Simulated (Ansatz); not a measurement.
# Direct or indirect: GaN (F-43m)

```cif
data_structure
_symmetry_space_group_name_H-M 'F-43m'
_symmetry_Int_Tables_number 216
_cell_length_a 4.5070
_cell_length_b 4.5070
_cell_length_c 4.5070
_cell_angle_alpha 90.000
_cell_angle_beta 90.000
_cell_angle_gamma 90.000
_cell_volume 91.55
loop_
_atom_site_label
_atom_site_type_symbol
_atom_site_symmetry_multiplicity
_atom_site_Wyckoff_symbol
_atom_site_fract_x
_atom_site_fract_y
_atom_site_fract_z
_atom_site_occupancy
Ga1 Ga 4 a 0.00000 0.00000 0.00000 1
N1 N 4 d 0.25000 0.25000 0.75000 1
```

Method: Ansatz, PBE, independent particles, without spin-orbit coupling, line width 0.1 eV (Gaussian). The band structure gives a fundamental gap of 1.72 eV. The spectrum of vertical transitions near the edge:

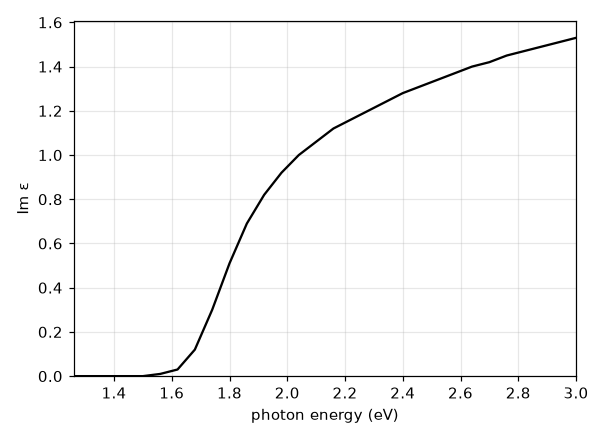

Task: Is the gap direct or indirect, and about where do vertical transitions set in?

Result: Direct: the band path has its least direct gap at the fundamental one, 1.72 eV, and the curves rise from there. Lines are broadened by 0.1 eV, which spreads the edge.

[Logs are printed without paths, hosts, clocks, repeated set-up lines and the standing remarks that a program may print on its own settings, such as how far it seeks lower states.]
